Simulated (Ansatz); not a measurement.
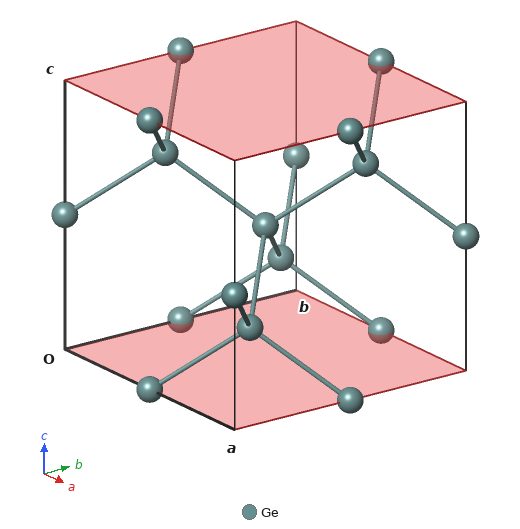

Every member of one family of equally spaced planes, hx + ky + lz = a whole number, that cuts the unit cell is shaded (one member passes through the origin O). Crystal: Ge, the input geometry of an electronic-structure calculation (not necessarily at equilibrium); the starting structure was generated, so it need not be a known form of this composition. Symmetry computed with spglib at a tolerance of 0.002 Å; standard conventional cell.

a = 5.674 Å, b = 5.674 Å, c = 5.674 Å, α = 90.00°, β = 90.00°, γ = 90.00°.

Q: Index the planes.

A: (0 0 1); the opposite sign names the same planes. The member next to the origin meets the axes a never, b never, c at 1.

Q: What is the spacing?

A: d = 5.674 Å.

Q: Which atoms of the cell lie in these planes (within 0.03 Å)?

A: 2 of the 8 Ge.

Q: The space group is Fd-3m (No. 227, origin choice 1). How many reflections hkl are equivalent to this one (itself included), and does it occur?

A: 6 reflections are equivalent in the Laue class m-3m. The reflection is systematically absent, by the centring.
